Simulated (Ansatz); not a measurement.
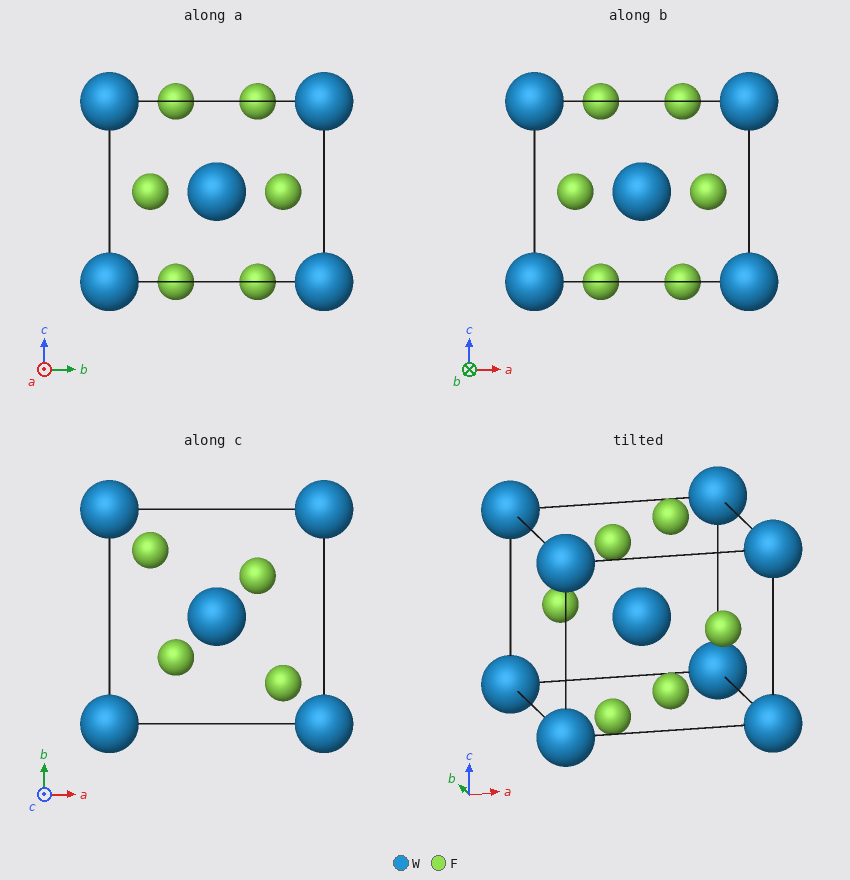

Drawn in the spheres-only manner and seen along the a axis, along the b axis, along the c axis and slightly off an axis. The wireframe shows the conventional unit cell.

Lattice parameters: a = 5.202 Å, b = 5.202 Å, c = 4.376 Å, α = 90.00°, β = 90.00°, γ = 90.00°.

> Transcribe the picture into a table of Wyckoff sites, with free fractional coordinates to two decimals.

Space group P4_2/mnm (No. 136).
```csv
atom,site,x,y,z
W,2a,0.00,0.00,0.00
F,4f,0.31,0.31,0.00
```

Its origin is a structure type filled with these elements by a generator (whether the compound takes this form wasn't checked). Earlier steps of the study, as a rule a relaxation of our own, may have changed the cell and positions, so they can lie some per cent off the listed ones. Ansatz was used for an electronic-structure calculation on it.

At this level of theory the run's own cell isn't at rest (stretched, at -9 GPa), so its distances can differ from those at equilibrium, the more so the softer the solid.
